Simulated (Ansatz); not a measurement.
## Run report: Si2H7OF, geometry relaxation (part 1 of 2)

- system: Si2H7OF
- method: RKS B3LYP-D4/def2-SVP (Ansatz 0.2.0)

The input holds or restrains some coordinates. It belongs to a series of runs on one base structure; here: pulled along the bonds that form and break, towards end B. Figures and captions count atoms from 1; the log counts them from 0 in places.

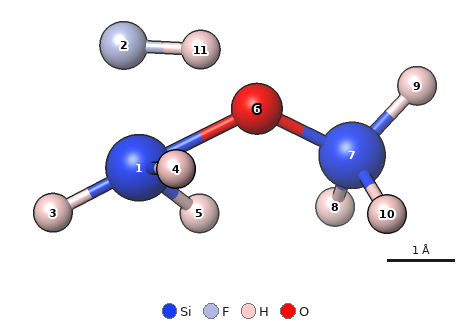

**Figure 1.** The structure as given in the input (ball-and-stick view, seen at a tilt; atoms are numbered from 1 in the order of the input).

The input
```yaml
crystal:
  periodic: [false, false, false]
  atoms:
    - { symbol: Si, position_ang: [0.0, 0.0, 0.0] }
    - { symbol: F, position_ang: [0.0, 0.0, 1.94] }
    - { symbol: H, position_ang: [1.3768, 0.0, -0.4862] }
    - { symbol: H, position_ang: [-0.6877, 1.1914, -0.4862] }
    - { symbol: H, position_ang: [-0.6877, -1.1914, -0.4862] }
    - { symbol: O, position_ang: [-1.879, 0.0, 0.6243] }
    - { symbol: Si, position_ang: [-3.1189, -0.9102, -0.0514] }
    - { symbol: H, position_ang: [-2.618, -2.2382, -0.3935] }
    - { symbol: H, position_ang: [-4.211, -1.0354, 0.9095] }
    - { symbol: H, position_ang: [-3.6069, -0.249, -1.2582] }
    - { symbol: H, position_ang: [-1.1493, 0.0, 1.6846] }
basis:
  gaussian: { orbitals: def2-SVP }
hamiltonian:
  xc: b3lyp
  dispersion: d4
relax:
  f_tol: 0.15
  max_steps: 25
  restrain:
    - { distance: [0, 5], at: 1.68, k: 30.0 }
    - { distance: [10, 1], at: 0.92, k: 30.0 }
    - { distance: [0, 1], at: 2.79, k: 30.0 }
    - { distance: [10, 5], at: 2.21, k: 30.0 }
output:
  orbitals: {}
```

Launch command:
```bash
ansatz run input.yaml --threads 2 --pin off --max-ram 3072MiB --backend cpu --events-out ev --progress --plain --runs-dir out
```

What the program printed
```
The last accepted step is kept in [file] (removed where the run ends without a failure and the disk answers)
Engine: ansatz 0.2.0, aarch64-unknown-linux-gnu
Functional definition: B3LYP
  parameter a0 = 0.2
  parameter ax = 0.72
  parameter ac = 0.81
  exchange = (1 - a0 - ax)*slater_x + ax*b88_x + a0*exact_x
  correlation = (1 - ac)*vwn_rpa_c + ac*lyp_c
1004 factors; integrals over basis functions are off by at most 5.0e-4 eV
mean field evaluation 1: about -20620.0586 eV, gradient 5.3e1 eV
mean field evaluation 2: about -20607.1680 eV, gradient 9.7e1 eV
mean field evaluation 4: about -20624.8680 eV, gradient 6.7e0 eV
mean field evaluation 8: about -20624.9385 eV, gradient 2.5e-2 eV
mean field -20624.93852454 eV, -757.9525106914 hartree, gradient 3.1e-5 eV, S^2 0.000000; 0 other end points of the search recorded, 0 dependent functions left out
the calculation of the forces begins
reference -20624.93879631 eV, -757.9525206787 hartree; 26, 26 occupied and 73, 73 virtual orbitals, 1004 factors
relax step   1: F+E_penalty+E_count = -20625.28111479 eV  Δ(F+E_penalty+E_count) = +0.000e0 eV  max|allowed force component| = 3.215e0 eV/Å  E_restraint = 25.95620082 eV  max|allowed force component, restraints' pulls added| = 2.328e1 eV/Å  Δτ_max = 0.0000 Å  (23 SCF iters, accepted)
  distance Si 0 - O 5 = 1.9800 Å
  distance H 10 - F 1 = 1.1773 Å
  distance Si 0 - F 1 = 1.9400 Å
  distance H 10 - O 5 = 1.2871 Å
these checks for a lower state are left out or cut short: starts, cluster_reference, orbital_swaps, neighbouring_geometries, increment
1004 factors; integrals over basis functions are off by at most 5.9e-4 eV
mean field evaluation 16: about -20624.4894 eV, gradient 9.7e-1 eV
mean field -20624.49676022 eV, -757.9362761520 hartree, gradient 5.0e-5 eV, S^2 0.000000; 0 other end points of the search recorded, 0 dependent functions left out
[... from here on the field's lines of each further geometry are left out, up to the last ...]
relax step   2: F+E_penalty+E_count = -20624.83775173 eV  Δ(F+E_penalty+E_count) = +4.434e-1 eV  max|allowed force component| = 3.007e0 eV/Å  E_restraint = 11.56825801 eV  max|allowed force component, restraints' pulls added| = 1.655e1 eV/Å  Δτ_max = 0.1947 Å  (29 SCF iters, accepted)
relax step   3: F+E_penalty+E_count = -20624.67561511 eV  Δ(F+E_penalty+E_count) = +1.621e-1 eV  max|allowed force component| = 2.832e0 eV/Å  E_restraint = 3.17029576 eV  max|allowed force component, restraints' pulls added| = 8.548e0 eV/Å  Δτ_max = 0.1948 Å  (29 SCF iters, accepted)
relax step   4: F+E_penalty+E_count = -20625.19655122 eV  Δ(F+E_penalty+E_count) = -5.209e-1 eV  max|allowed force component| = 2.548e0 eV/Å  E_restraint = 0.18705650 eV  max|allowed force component, restraints' pulls added| = 1.773e0 eV/Å  Δτ_max = 0.1946 Å  (27 SCF iters, accepted)
relax step   5: F+E_penalty+E_count = -20626.07470687 eV  Δ(F+E_penalty+E_count) = -8.782e-1 eV  max|allowed force component| = 1.733e0 eV/Å  E_restraint = 0.02324630 eV  max|allowed force component, restraints' pulls added| = 1.013e0 eV/Å  Δτ_max = 0.1946 Å  (27 SCF iters, accepted)
relax step   6: F+E_penalty+E_count = -20626.70402821 eV  Δ(F+E_penalty+E_count) = -6.293e-1 eV  max|allowed force component| = 1.089e0 eV/Å  E_restraint = 0.00902590 eV  max|allowed force component, restraints' pulls added| = 7.893e-1 eV/Å  Δτ_max = 0.1951 Å  (28 SCF iters, accepted)
relax step   7: F+E_penalty+E_count = -20627.12518426 eV  Δ(F+E_penalty+E_count) = -4.212e-1 eV  max|allowed force component| = 8.007e-1 eV/Å  E_restraint = 0.00835767 eV  max|allowed force component, restraints' pulls added| = 5.813e-1 eV/Å  Δτ_max = 0.1950 Å  (26 SCF iters, accepted)
relax step   8: F+E_penalty+E_count = -20627.33765007 eV  Δ(F+E_penalty+E_count) = -2.125e-1 eV  max|allowed force component| = 6.071e-1 eV/Å  E_restraint = 0.00736151 eV  max|allowed force component, restraints' pulls added| = 4.117e-1 eV/Å  Δτ_max = 0.1950 Å  (23 SCF iters, accepted)
relax step   9: F+E_penalty+E_count = -20627.41727278 eV  Δ(F+E_penalty+E_count) = -7.962e-2 eV  max|allowed force component| = 6.039e-1 eV/Å  E_restraint = 0.00849936 eV  max|allowed force component, restraints' pulls added| = 3.804e-1 eV/Å  Δτ_max = 0.2000 Å  (26 SCF iters, accepted)
relax step  10: F+E_penalty+E_count = -20627.48230386 eV  Δ(F+E_penalty+E_count) = -6.503e-2 eV  max|allowed force component| = 1.178e0 eV/Å  E_restraint = 0.03627696 eV  max|allowed force component, restraints' pulls added| = 2.252e0 eV/Å  Δτ_max = 0.1967 Å  (27 SCF iters, accepted)
relax step  11: F+E_penalty+E_count = -20627.57745053 eV  Δ(F+E_penalty+E_count) = -9.515e-2 eV  max|allowed force component| = 4.723e-1 eV/Å  E_restraint = 0.01112105 eV  max|allowed force component, restraints' pulls added| = 1.060e0 eV/Å  Δτ_max = 0.1998 Å  (25 SCF iters, accepted)
relax step  12: F+E_penalty+E_count = -20627.64076554 eV  Δ(F+E_penalty+E_count) = -6.332e-2 eV  max|allowed force component| = 2.593e-1 eV/Å  E_restraint = 0.00373960 eV  max|allowed force component, restraints' pulls added| = 3.911e-1 eV/Å  Δτ_max = 0.2000 Å  (25 SCF iters, accepted)
relax step  13: F+E_penalty+E_count = -20627.65956759 eV  Δ(F+E_penalty+E_count) = -1.880e-2 eV  max|allowed force component| = 3.157e-1 eV/Å  E_restraint = 0.00251892 eV  max|allowed force component, restraints' pulls added| = 1.175e-1 eV/Å  Δτ_max = 0.1995 Å  (27 SCF iters, accepted)
relax step  14: F+E_penalty+E_count = -20627.56520425 eV  Δ(F+E_penalty+E_count) = +9.436e-2 eV  max|allowed force component| = 2.595e0 eV/Å  E_restraint = 0.07430087 eV  max|allowed force component, restraints' pulls added| = 4.602e0 eV/Å  Δτ_max = 0.1952 Å  (28 SCF iters, rejected (line search))
relax step  15: F+E_penalty+E_count = -20627.65922498 eV  Δ(F+E_penalty+E_count) = +3.426e-4 eV  max|allowed force component| = 5.371e-1 eV/Å  E_restraint = 0.00788121 eV  max|allowed force component, restraints' pulls added| = 1.107e0 eV/Å  Δτ_max = 0.0952 Å  (26 SCF iters, rejected (line search))
relax step  16: F+E_penalty+E_count = -20627.66402127 eV  Δ(F+E_penalty+E_count) = -4.454e-3 eV  max|allowed force component| = 2.251e-1 eV/Å  E_restraint = 0.00317559 eV  max|allowed force component, restraints' pulls added| = 2.408e-1 eV/Å  Δτ_max = 0.0464 Å  (23 SCF iters, accepted)
the calculation of the forces begins
reference -20627.34676081 eV, -758.0410117419 hartree; 26, 26 occupied and 73, 73 virtual orbitals, 1004 factors
relax step  17: F+E_penalty+E_count = -20627.66626705 eV  Δ(F+E_penalty+E_count) = -2.246e-3 eV  max|allowed force component| = 2.554e-1 eV/Å  E_restraint = 0.00214741 eV  max|allowed force component, restraints' pulls added| = 1.763e-2 eV/Å  Δτ_max = 0.0816 Å  (22 SCF iters, accepted)
  distance Si 0 - O 5 = 1.6818 Å
  distance H 10 - F 1 = 0.9261 Å
  distance Si 0 - F 1 = 2.7966 Å
  distance H 10 - O 5 = 2.2023 Å
1004 factors; integrals over basis functions are off by at most 6.6e-4 eV
mean field evaluation 128: about -20627.3465 eV, gradient 1.0e-2 eV
```

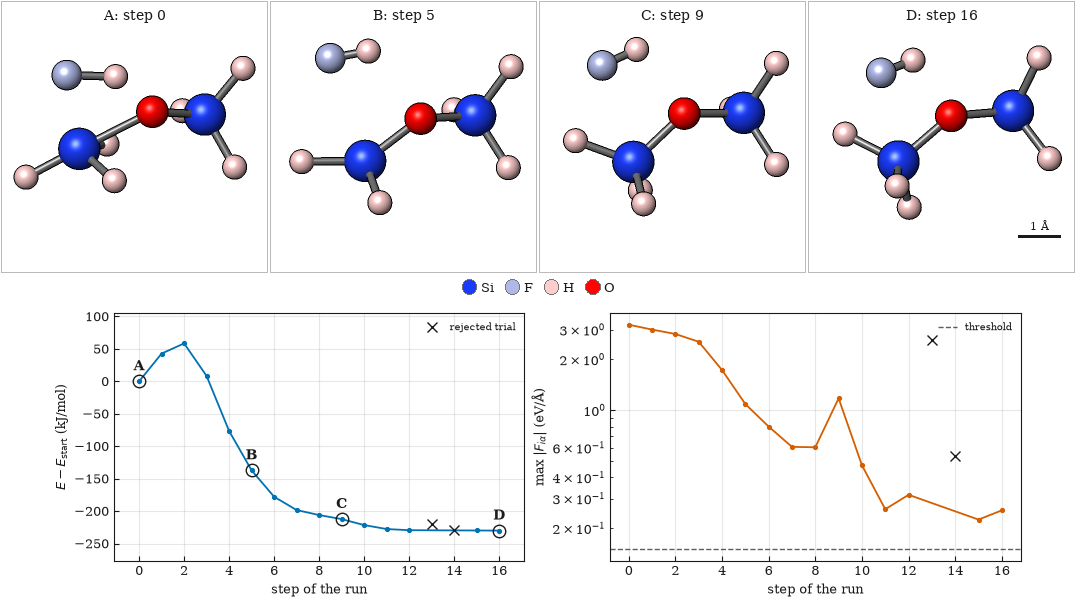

**Figure 2.** Frames of the restrained relaxation (ball-and-stick view, seen at a tilt) above the curves, on which the letters mark them (the first geometry is step 0 here and step 1 in the log).

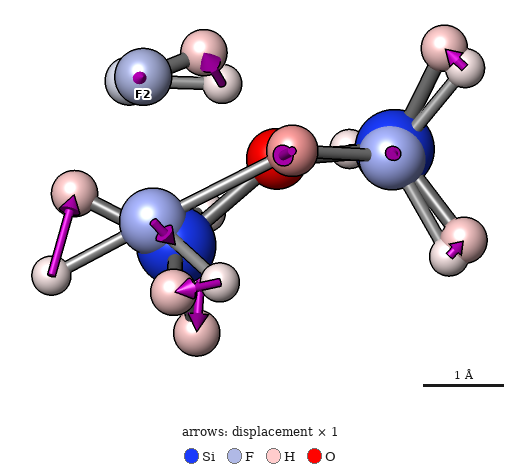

**Figure 3.** Start (faint) and end (solid) with the displacements as pink arrows, at true length (ball-and-stick view, seen at a tilt). The two geometries are laid on each other by the best rigid fit. The largest move after the best rigid fit is that of H5, 1.52 Å. By element the largest moves are H 1.52 Å, F 0.85 Å, O 0.61 Å, Si 0.47 Å. Distances before and after: Si1–O6 1.980 → 1.682 Å, F2–H11 1.177 → 0.926 Å, Si1–H5 1.459 → 1.496 Å, Si7–H10 1.460 → 1.491 Å. Among the angles that change: H3–Si1–O6 178.9° → 110.1°, H4–Si1–O6 70.0° → 110.6°, H5–Si1–O6 70.0° → 107.0°. Over 16 geometry steps the energy falls by 230.1 kJ/mol. The largest force component goes from 3.2 to 0.26 eV/Å. The line search rejected the trial steps at points 13, 14 (counted from 0) and went back. (Atoms are counted from 1 in the order of the input.)

```
mean field -20627.34648211 eV, -758.0410014999 hartree, gradient 5.6e-5 eV, S^2 0.000000; 1 other end points of the search recorded, 0 dependent functions left out
the calculation of the forces begins
reference -20627.34676081 eV, -758.0410117419 hartree; 26, 26 occupied and 73, 73 virtual orbitals, 1004 factors
Total energy: -20627.66654575 eV, -758.0527636217 hartree
Atom 0 at    -0.234311    -0.098091    -0.415407 Å, force     0.039057    -0.054792    -0.216583 eV/Å
Atom 1 at    -0.142210     0.797101     2.232396 Å, force     0.183244     0.156910     0.192161 eV/Å
Atom 2 at     0.902644    -0.767817     0.260824 Å, force    -0.001511    -0.004382    -0.000265 eV/Å
Atom 3 at    -0.061862     1.374464    -0.477211 Å, force    -0.002014    -0.000206     0.004007 eV/Å
Atom 4 at    -0.327476    -0.619708    -1.814948 Å, force     0.000030     0.002177    -0.001347 eV/Å
Atom 5 at    -1.677279    -0.493787     0.352474 Å, force     0.038220     0.084823     0.235236 eV/Å
Atom 6 at    -3.180569    -1.110630    -0.023969 Å, force     0.006418     0.001504    -0.007237 eV/Å
Atom 7 at    -3.064015    -2.520336    -0.494556 Å, force    -0.004145    -0.005168    -0.001030 eV/Å
Atom 8 at    -4.004855    -1.064795     1.214192 Å, force     0.000806    -0.001105     0.003270 eV/Å
Atom 9 at    -3.831581    -0.292353    -1.087328 Å, force    -0.004739    -0.000408     0.000554 eV/Å
Atom 10 at    -0.960186     0.363153     2.250235 Å, force    -0.255367    -0.179355    -0.208768 eV/Å
Dipole moment:    -0.285750    -0.153946    -0.056235 e Å
```

Trajectory as extended XYZ (Å, eV, eV/Å), 17 frames, from step=1 to step=17
```
11
Properties=species:S:1:pos:R:3:forces:R:3 step=1 energy=-20625.28112
Si    0.0000    0.0000    0.0000   -1.8502   0.1477  -0.1629
F     0.0000    0.0000    1.9400    0.2294   0.0398  -1.7015
H     1.3768    0.0000   -0.4862    1.0381  -0.0536   0.7817
H    -0.6877    1.1914   -0.4862    1.1484   1.0846  -0.6114
H    -0.6877   -1.1914   -0.4862    1.4421  -1.1635  -0.7962
O    -1.8790    0.0000    0.6243   -0.6449  -0.0102   3.2152
Si   -3.1189   -0.9102   -0.0514    0.4931   0.5003   0.7916
H    -2.6180   -2.2382   -0.3935    0.1211  -0.6109  -0.1929
H    -4.2110   -1.0354    0.9095   -0.4641  -0.0572   0.3642
H    -3.6069   -0.2490   -1.2582   -0.1359   0.2822  -0.4839
H    -1.1493    0.0000    1.6846   -1.3769  -0.1591  -1.2039
11
Properties=species:S:1:pos:R:3:forces:R:3 step=2 energy=-20624.83775
Si   -0.0852    0.0019   -0.1299   -1.2277   0.0701   0.2561
F    -0.0074    0.0008    2.0955   -1.7394   0.0045  -1.6807
H     1.3774   -0.0010   -0.4730    0.2203  -0.0499   0.9730
H    -0.6803    1.2313   -0.5130    0.8328   1.7633  -1.0709
H    -0.6746   -1.2318   -0.5158    1.0653  -1.7660  -1.2279
O    -1.8900    0.0138    0.4985    0.3063   0.1620   3.0075
Si   -3.1352   -0.9189   -0.0612    0.2931   0.3829   0.1958
H    -2.6177   -2.2484   -0.3971    0.0079  -0.6092  -0.1722
H    -4.2183   -1.0352    0.9166   -0.3683  -0.0472   0.3564
H    -3.6123   -0.2468   -1.2682   -0.4032   0.0786  -0.5472
H    -1.0381    0.0015    1.8444    1.0128   0.0109  -0.0899
11
Properties=species:S:1:pos:R:3:forces:R:3 step=3 energy=-20624.67562
Si   -0.1711    0.0033   -0.2570   -0.2077   0.0647   0.5356
F    -0.0291    0.0004    2.2305    1.1031  -0.0287  -0.3439
H     1.3695   -0.0018   -0.4548   -0.5865  -0.0488   0.9364
H    -0.6726    1.2692   -0.5365    0.6657   2.4445  -1.4535
H    -0.6640   -1.2690   -0.5412    0.8222  -2.3711  -1.5711
O    -1.8866    0.0263    0.3729    0.7601   0.4895   2.8325
Si   -3.1385   -0.9195   -0.0676   -0.2583  -0.0493  -0.3238
H    -2.6189   -2.2572   -0.3991   -0.0742  -0.5278  -0.1121
H    -4.2212   -1.0351    0.9218   -0.1835   0.0142   0.3405
H    -3.6217   -0.2485   -1.2771   -0.5773  -0.0621  -0.5245
H    -0.9275   -0.0010    2.0047   -1.4636   0.0750  -0.3160
11
Properties=species:S:1:pos:R:3:forces:R:3 step=4 energy=-20625.19655
Si   -0.2627    0.0103   -0.3540    0.2662   0.0857   0.4382
F     0.0167   -0.0037    2.3644    0.9050  -0.0346  -0.1752
H     1.3146   -0.0041   -0.4015   -0.9564  -0.0189   0.8303
H    -0.6266    1.3670   -0.6255    0.7326   1.3827  -1.3924
H    -0.6126   -1.3557   -0.6353    0.7368  -1.2329  -1.4406
O    -1.8711    0.0409    0.3031    0.4015   0.2719   2.5478
Si   -3.1449   -0.9170   -0.0822   -0.3405  -0.2974  -0.4550
H    -2.6307   -2.2762   -0.4014   -0.1639  -0.2133  -0.0289
H    -4.2198   -1.0324    0.9346    0.0718   0.1301   0.2159
H    -3.6593   -0.2598   -1.3002   -0.4808  -0.1500  -0.2895
H    -0.8853   -0.0020    2.1947   -1.1721   0.0767  -0.2504
```
